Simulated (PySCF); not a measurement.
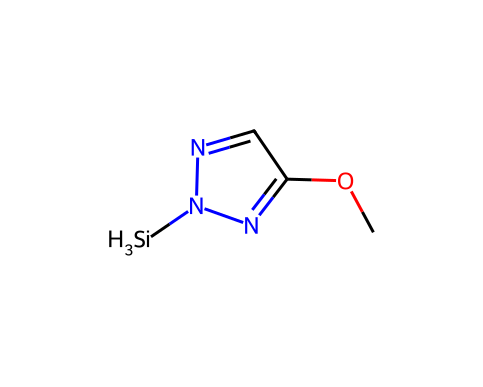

The geometry was computed by an optimisation with GFN2-xTB. No frequency run is at hand to confirm it as a minimum. Method: CAM-B3LYP/def2-SVPD, gas phase (PySCF 2.14.0). Excitations: vertical, linear response.

Predict the main results.

The species is C₃H₇N₃OSi (`COc1cnn([SiH3])n1`).
- dipole moment: 1.41 D
- HOMO energy (Kohn–Sham orbital): −8.25 eV
- LUMO energy (Kohn–Sham orbital): 0.84 eV
- HOMO–LUMO gap: 9.09 eV
- mean static polarisability: 84.8 bohr³
- lowest vertical singlet excitation: 6.00 eV
- its oscillator strength: 0.231

The geometry is semi-empirical. Around Si such bond lengths and angles can be off by a tenth of an ångström or more and by several degrees, and values that hang on the shape move with them.
